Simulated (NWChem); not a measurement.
Energy and gradient calculation of CH$_{5}$BOSi (part 2 of 2)

Continued. System: CH$_{5}$BOSi, SMILES O=CB[SiH3]. Method: HF/3-21G, RHF (NWChem 7.3.0). The geometry comes from this level: PBE0-D4/def2-TZVP.

Geometry of the input (Å):
```
O  1.0600  1.6606  -0.8874
C  0.3829  0.8241  -1.4677
B  -0.5499  0.4738  -0.3021
Si -0.0339  -0.8970  1.0739
H  0.5587  0.5589  -2.5239
H  -1.5289  1.1493  -0.1829
H  -1.0091  -2.0212  0.9597
H  1.3330  -1.4426  0.8583
H  -0.1244  -0.3522  2.4550
```

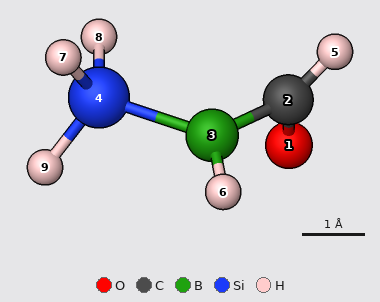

The structure (ball-and-stick view, seen at a tilt; atoms are numbered from 1 in the order of the input).

Output, continued:
```
 Vector   12  Occ=2.000000D+00  E=-7.178401D-01
              MO Center=  2.0D-01, -1.7D-01,  1.5D-01, r^2= 4.5D+00
   Bfn.  Coefficient  Atom+Function         Bfn.  Coefficient  Atom+Function
  ----- ------------  ---------------      ----- ------------  ---------------
    33      0.277745  4 Si s                 37      0.274304  4 Si s
    29     -0.227795  4 Si s                 14     -0.197705  2 C  pz
    18     -0.179901  2 C  pz

 Vector   13  Occ=2.000000D+00  E=-6.362435D-01
              MO Center=  5.6D-01,  1.3D+00, -8.4D-01, r^2= 2.4D+00
   Bfn.  Coefficient  Atom+Function         Bfn.  Coefficient  Atom+Function
  ----- ------------  ---------------      ----- ------------  ---------------
     6      0.302451  1 O  s                  8      0.281280  1 O  py
     4      0.277340  1 O  py                24      0.258317  3 B  s
     3      0.186175  1 O  px                 7      0.187083  1 O  px
    14     -0.182695  2 C  pz                13     -0.174861  2 C  py
    12     -0.166658  2 C  px                 5      0.157288  1 O  pz

 Vector   14  Occ=2.000000D+00  E=-5.858889D-01
              MO Center= -5.3D-02,  1.0D+00, -6.1D-01, r^2= 2.5D+00
   Bfn.  Coefficient  Atom+Function         Bfn.  Coefficient  Atom+Function
  ----- ------------  ---------------      ----- ------------  ---------------
     9      0.256351  1 O  pz                 5      0.241332  1 O  pz
    13     -0.228034  2 C  py                21      0.206436  3 B  px
    44     -0.194551  6 H  s                 43     -0.180666  6 H  s
    17     -0.168805  2 C  py

 Vector   15  Occ=2.000000D+00  E=-5.404384D-01
              MO Center=  2.9D-01,  9.3D-01, -5.6D-01, r^2= 3.1D+00
   Bfn.  Coefficient  Atom+Function         Bfn.  Coefficient  Atom+Function
  ----- ------------  ---------------      ----- ------------  ---------------
     7      0.260199  1 O  px                 8     -0.258760  1 O  py
     4     -0.233049  1 O  py                 3      0.225628  1 O  px
    24      0.221675  3 B  s                 12      0.210185  2 C  px
    16      0.194446  2 C  px                44      0.155319  6 H  s

 Vector   16  Occ=2.000000D+00  E=-4.833527D-01
              MO Center= -2.8D-01, -8.6D-01,  1.5D+00, r^2= 2.7D+00
   Bfn.  Coefficient  Atom+Function         Bfn.  Coefficient  Atom+Function
  ----- ------------  ---------------      ----- ------------  ---------------
    50      0.361655  9 H  s                 46     -0.292806  7 H  s
    36      0.231633  4 Si pz                49      0.224726  9 H  s
    35      0.208139  4 Si py                45     -0.176705  7 H  s

 Vector   17  Occ=2.000000D+00  E=-4.772881D-01
              MO Center=  3.4D-01, -1.2D+00,  9.5D-01, r^2= 2.7D+00
   Bfn.  Coefficient  Atom+Function         Bfn.  Coefficient  Atom+Function
  ----- ------------  ---------------      ----- ------------  ---------------
    48      0.386829  8 H  s                 34      0.300777  4 Si px
    46     -0.268279  7 H  s                 47      0.230269  8 H  s
    30     -0.156932  4 Si px                45     -0.157645  7 H  s

 Vector   18  Occ=2.000000D+00  E=-4.268009D-01
              MO Center=  9.6D-02,  4.1D-01, -2.4D-01, r^2= 3.6D+00
   Bfn.  Coefficient  Atom+Function         Bfn.  Coefficient  Atom+Function
  ----- ------------  ---------------      ----- ------------  ---------------
     9      0.293207  1 O  pz                26      0.246093  3 B  py
     5      0.238527  1 O  pz                24     -0.225886  3 B  s
    22      0.211511  3 B  py                 8     -0.208491  1 O  py
    35     -0.207601  4 Si py                21     -0.180999  3 B  px
     4     -0.166489  1 O  py

 Vector   19  Occ=2.000000D+00  E=-4.079897D-01
              MO Center=  3.0D-01,  7.2D-01, -4.8D-01, r^2= 3.3D+00
   Bfn.  Coefficient  Atom+Function         Bfn.  Coefficient  Atom+Function
  ----- ------------  ---------------      ----- ------------  ---------------
     7      0.322935  1 O  px                23     -0.272785  3 B  pz
     3      0.254504  1 O  px                 9     -0.254065  1 O  pz
    15      0.213922  2 C  s                  5     -0.204522  1 O  pz
    27     -0.199243  3 B  pz                42     -0.189437  5 H  s
    24     -0.186522  3 B  s                 14      0.160417  2 C  pz

 Vector   20  Occ=0.000000D+00  E= 7.951396D-02
              MO Center= -4.5D-01,  2.2D-01, -9.4D-02, r^2= 3.1D+00
   Bfn.  Coefficient  Atom+Function         Bfn.  Coefficient  Atom+Function
  ----- ------------  ---------------      ----- ------------  ---------------
    46      0.429378  7 H  s                 25      0.381862  3 B  px
    26      0.380729  3 B  py                50     -0.350726  9 H  s
    27      0.327283  3 B  pz                40      0.259136  4 Si pz
    22      0.233960  3 B  py                 6     -0.230151  1 O  s
    39      0.224579  4 Si py                21      0.202404  3 B  px

 Vector   21  Occ=0.000000D+00  E= 1.230018D-01
              MO Center=  3.9D-01,  8.2D-01, -9.5D-01, r^2= 3.0D+00
   Bfn.  Coefficient  Atom+Function         Bfn.  Coefficient  Atom+Function
  ----- ------------  ---------------      ----- ------------  ---------------
    39      0.504753  4 Si py                17      0.430529  2 C  py
    16     -0.383806  2 C  px                 8     -0.366718  1 O  py
    44     -0.344931  6 H  s                 37      0.315474  4 Si s
     7      0.298873  1 O  px                25     -0.255018  3 B  px
    13      0.241667  2 C  py                12     -0.223268  2 C  px

 Vector   22  Occ=0.000000D+00  E= 1.813140D-01
              MO Center=  1.5D-02, -9.0D-01,  9.2D-01, r^2= 4.7D+00
   Bfn.  Coefficient  Atom+Function         Bfn.  Coefficient  Atom+Function
  ----- ------------  ---------------      ----- ------------  ---------------
    40      1.434434  4 Si pz                24      1.087744  3 B  s
    37     -0.735056  4 Si s                 39     -0.726686  4 Si py
    27      0.711164  3 B  pz                50     -0.706798  9 H  s
    26     -0.599314  3 B  py                48      0.517730  8 H  s
    46     -0.435635  7 H  s                 38     -0.395551  4 Si px

 Vector   23  Occ=0.000000D+00  E= 1.979074D-01
              MO Center= -1.5D-01, -8.1D-01,  1.0D+00, r^2= 5.0D+00
   Bfn.  Coefficient  Atom+Function         Bfn.  Coefficient  Atom+Function
  ----- ------------  ---------------      ----- ------------  ---------------
    24      1.389373  3 B  s                 38      1.146395  4 Si px
    48     -1.103796  8 H  s                 39     -1.082620  4 Si py
    15     -0.548494  2 C  s                 26     -0.395815  3 B  py
    40      0.374831  4 Si pz                37     -0.363928  4 Si s
    17      0.327126  2 C  py                25      0.284983  3 B  px

 Vector   24  Occ=0.000000D+00  E= 2.361265D-01
              MO Center=  1.9D-01, -5.6D-01,  7.4D-01, r^2= 4.8D+00
   Bfn.  Coefficient  Atom+Function         Bfn.  Coefficient  Atom+Function
  ----- ------------  ---------------      ----- ------------  ---------------
    46      1.163990  7 H  s                 39      1.066885  4 Si py
    38      0.966157  4 Si px                40      0.925488  4 Si pz
    50     -0.869911  9 H  s                 26     -0.466532  3 B  py
    25     -0.457120  3 B  px                27     -0.308359  3 B  pz
    24      0.262952  3 B  s                 48     -0.222175  8 H  s

 Vector   25  Occ=0.000000D+00  E= 2.893765D-01
              MO Center=  4.4D-01,  3.3D-01, -2.1D+00, r^2= 3.8D+00
   Bfn.  Coefficient  Atom+Function         Bfn.  Coefficient  Atom+Function
  ----- ------------  ---------------      ----- ------------  ---------------
    42      1.818770  5 H  s                 15     -1.432435  2 C  s
    18      0.930558  2 C  pz                37     -0.489503  4 Si s
    48      0.489473  8 H  s                 17      0.340732  2 C  py
    24      0.304709  3 B  s                 46      0.301219  7 H  s
    27     -0.288021  3 B  pz                39      0.273384  4 Si py

 Vector   26  Occ=0.000000D+00  E= 3.147712D-01
              MO Center= -2.1D-01, -6.7D-01,  8.7D-01, r^2= 5.0D+00
   Bfn.  Coefficient  Atom+Function         Bfn.  Coefficient  Atom+Function
  ----- ------------  ---------------      ----- ------------  ---------------
    37      1.837338  4 Si s                 24     -1.247863  3 B  s
    50     -1.119565  9 H  s                 46     -0.905239  7 H  s
    44      0.849794  6 H  s                 27     -0.797548  3 B  pz
    15     -0.610987  2 C  s                 38     -0.597084  4 Si px
    33      0.544608  4 Si s                 42      0.501196  5 H  s

 Vector   27  Occ=0.000000D+00  E= 3.791559D-01
              MO Center= -5.5D-01, -1.8D-01,  3.0D-01, r^2= 6.1D+00
   Bfn.  Coefficient  Atom+Function         Bfn.  Coefficient  Atom+Function
  ----- ------------  ---------------      ----- ------------  ---------------
    25      2.014046  3 B  px                27     -1.511554  3 B  pz
    38     -1.339740  4 Si px                44      1.308203  6 H  s
    15     -1.187023  2 C  s                 40      1.032735  4 Si pz
    18     -0.923256  2 C  pz                48      0.869850  8 H  s
    24      0.794243  3 B  s                 42     -0.693707  5 H  s

 Vector   28  Occ=0.000000D+00  E= 3.903363D-01
              MO Center= -8.5D-01,  8.1D-01, -3.6D-01, r^2= 4.0D+00
   Bfn.  Coefficient  Atom+Function         Bfn.  Coefficient  Atom+Function
  ----- ------------  ---------------      ----- ------------  ---------------
    44     -2.098125  6 H  s                 24      1.932264  3 B  s
    26      1.538188  3 B  py                37      1.385284  4 Si s
    27     -1.025705  3 B  pz                16      0.836878  2 C  px
    15     -0.809476  2 C  s                 25     -0.709431  3 B  px
    18     -0.550821  2 C  pz                42     -0.458495  5 H  s

 Vector   29  Occ=0.000000D+00  E= 4.711609D-01
              MO Center=  9.0D-02, -8.0D-02, -3.8D-01, r^2= 5.5D+00
   Bfn.  Coefficient  Atom+Function         Bfn.  Coefficient  Atom+Function
  ----- ------------  ---------------      ----- ------------  ---------------
    15      1.234674  2 C  s                  6     -1.108282  1 O  s
    17      0.935578  2 C  py                37     -0.779316  4 Si s
    18      0.692044  2 C  pz                38      0.669020  4 Si px
    16      0.659074  2 C  px                26     -0.599438  3 B  py
    34     -0.568727  4 Si px                35     -0.524448  4 Si py

 Vector   30  Occ=0.000000D+00  E= 4.740061D-01
              MO Center=  1.3D-01, -9.8D-01,  8.6D-01, r^2= 4.7D+00
   Bfn.  Coefficient  Atom+Function         Bfn.  Coefficient  Atom+Function
  ----- ------------  ---------------      ----- ------------  ---------------
    37      3.519432  4 Si s                 33     -1.587703  4 Si s
    24     -1.350451  3 B  s                 48     -0.718199  8 H  s
    25     -0.681411  3 B  px                46     -0.661652  7 H  s
    15      0.652178  2 C  s                 50     -0.647307  9 H  s
    18      0.497461  2 C  pz                35      0.348478  4 Si py

 Vector   31  Occ=0.000000D+00  E= 4.976840D-01
              MO Center=  4.7D-03, -3.0D-01,  9.1D-01, r^2= 4.7D+00
   Bfn.  Coefficient  Atom+Function         Bfn.  Coefficient  Atom+Function
  ----- ------------  ---------------      ----- ------------  ---------------
    37      1.113514  4 Si s                 36     -0.805480  4 Si pz
    35     -0.795906  4 Si py                39      0.604171  4 Si py
     6      0.597703  1 O  s                 15     -0.600608  2 C  s
    17     -0.588834  2 C  py                26      0.506770  3 B  py
    33     -0.447283  4 Si s                 44     -0.443308  6 H  s

 Vector   32  Occ=0.000000D+00  E= 5.039731D-01
              MO Center= -1.8D-01, -5.8D-01,  5.5D-01, r^2= 4.4D+00
   Bfn.  Coefficient  Atom+Function         Bfn.  Coefficient  Atom+Function
  ----- ------------  ---------------      ----- ------------  ---------------
    34      1.113674  4 Si px                15      0.906754  2 C  s
    25     -0.724725  3 B  px                37      0.626903  4 Si s
    44     -0.550080  6 H  s                 48     -0.539781  8 H  s
     6     -0.500670  1 O  s                 38     -0.485408  4 Si px
    18      0.468102  2 C  pz                27      0.430381  3 B  pz

 center of mass
 --------------
 x =   0.36131458 y =   0.37907097 z =  -0.09208024

 moments of inertia (a.u.)
 ------------------
         600.185462773063         -92.372517263719          77.056298260356
         -92.372517263719         398.905841166789         255.738826450898
          77.056298260356         255.738826450898         386.708449494304

  Mulliken analysis of the total density
  --------------------------------------

    Atom       Charge   Shell Charges
 -----------   ------   -------------------------------------------------------
    1 O    8     8.54   1.99  0.43  2.06  1.55  2.51
    2 C    6     5.99   1.99  0.42  1.52  0.95  1.11
    3 B    5     5.01   1.99  0.41  1.20  0.71  0.71
    4 Si  14    13.18   2.00  1.97  5.87  0.70  1.63  0.49  0.51
    5 H    1     0.79   0.48  0.31
    6 H    1     0.99   0.45  0.54
    7 H    1     1.17   0.42  0.75
    8 H    1     1.17   0.42  0.75
    9 H    1     1.16   0.42  0.74

       Multipole analysis of the density wrt the origin
       ------------------------------------------------

     L   x y z        total         open         nuclear
     -   - - -        -----         ----         -------
     0   0 0 0     -0.000000      0.000000     38.000000

     1   1 0 0     -0.499479      0.000000     12.817256
     1   0 1 0     -0.543952      0.000000     11.210989
     1   0 0 1     -0.665847      0.000000     -1.540316

     2   2 0 0    -27.284771      0.000000     60.196874
     2   1 1 0     -2.093674      0.000000     49.329589
     2   1 0 1      0.484496      0.000000    -42.268136
     2   0 2 0    -29.245824      0.000000    165.862358
     2   0 1 1      0.755788      0.000000   -138.954514
     2   0 0 2    -22.714885      0.000000    178.249417

                              NWChem Gradients Module
                              -----------------------

                                      CH5BOSi

  wavefunction    =   RHF

                         RHF ENERGY GRADIENTS

    atom               coordinates                        gradient
                 x          y          z           x          y          z
   1 O       2.003110   3.138079  -1.676943   -0.016332  -0.015635  -0.003256
   2 C       0.723576   1.557323  -2.773551   -0.002610   0.006359   0.025050
   3 B      -1.039160   0.895352  -0.570886    0.018314   0.003358  -0.003140
   4 Si     -0.064062  -1.695084   2.029377    0.000355   0.002949  -0.003805
   5 H       1.055790   1.056168  -4.769480    0.005152  -0.001473  -0.014345
   6 H      -2.889202   2.171862  -0.345631   -0.004268   0.002959   0.000436
   7 H      -1.906923  -3.819514   1.813570    0.000162   0.001410  -0.000602
   8 H       2.519005  -2.726119   1.621952   -0.000596   0.000357   0.000134
   9 H      -0.235082  -0.665562   4.639278   -0.000178  -0.000284  -0.000473

                 ----------------------------------------
                 |  Time  |  1-e(secs)   |  2-e(secs)   |
                 ----------------------------------------
                 |  CPU   |       0.00   |       0.93   |
                 ----------------------------------------
                 |  WALL  |       0.00   |       0.93   |
                 ----------------------------------------

 Task  times  cpu:        3.6s     wall:        3.6s
 Total times  cpu:        3.6s     wall:        3.6s
```

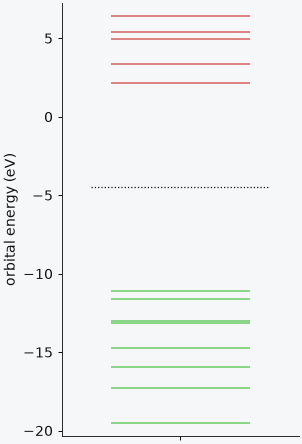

Orbital energies near the frontier; the dotted line parts filled from empty levels, and levels within 0.02 eV of each other stand side by side. Highest filled −11.10 eV, lowest empty 2.16 eV, 13.26 eV apart.
